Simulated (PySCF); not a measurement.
Ionisation energy of I⁺ ([Kr] 4d¹⁰ 5s² 5p⁴ → [Kr] 4d¹⁰ 5s² 5p³). PySCF, aug-cc-pwCVTZ-PP with a 28-electron core potential, unrestricted single determinants, no spin-orbit coupling. Methods marked “valence” freeze 18 core electrons.

By method:

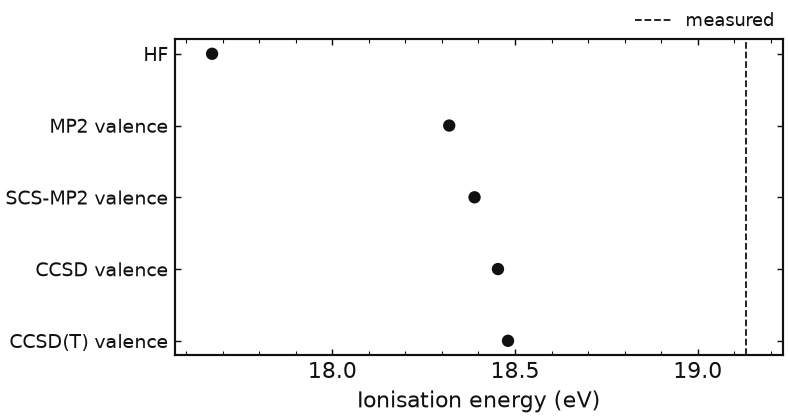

| Method | Ionisation energy (eV) |
| --- | --- |
| HF | 17.671 |
| MP2 valence | 18.320 |
| SCS-MP2 valence | 18.389 |
| CCSD valence | 18.453 |
| CCSD(T) valence | 18.481 |

The values run from 17.671 eV (HF) to 18.481 eV (CCSD(T) valence). The measured value is 19.131 eV; nearest to it come CCSD(T) valence (−0.650) and CCSD valence (−0.678), furthest HF (−1.460 eV).

Note: spin-orbit shift not estimated.
